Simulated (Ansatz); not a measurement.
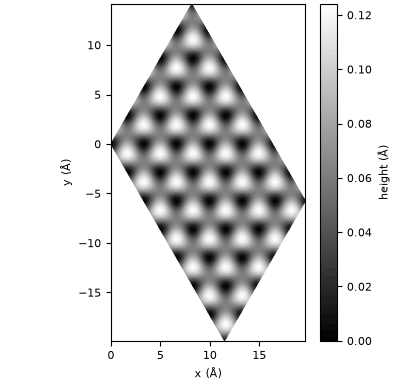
*Simulated constant-current image at -1.1 V from a Fermi level inside the gap (filled states down to 0.4 eV under the valence edge)*

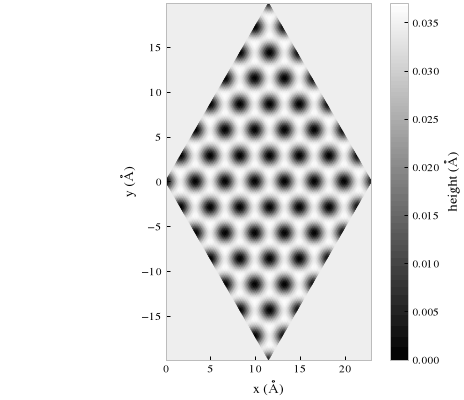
Figure. Simulated constant-current image at +1.1 V from a Fermi level inside the gap (empty states up to 0.4 eV over the conduction edge)

Level of theory: PBE, Tersoff-Hamann images (plane waves, PAW; Ansatz, an electronic-structure program).

Mesh 18×18×1, no spin-orbit coupling, no spin polarisation; biases count from the run's Fermi level. The set point is the mean density 3.5 Å over the top atom.

The sample is: single layer of MoSe₂ (symmetry P-6m2 as a slab, 3 atoms a cell). Atoms are numbered in the order of this list of the upper atoms (x, y, depth in Å): Mo1 (0.0, 0.0, 1.7); Se3 (1.7, -1.0, 0.0).

Task: Which sites are bright, and how large is the corrugation?

Result: At -1.1 V the maximum lies over Se3 and the sites alike, corrugation about 0.12 Å. At +1.1 V the maximum lies off the atoms, 1.9 Å sideways from Se3, corrugation about 0.038 Å.
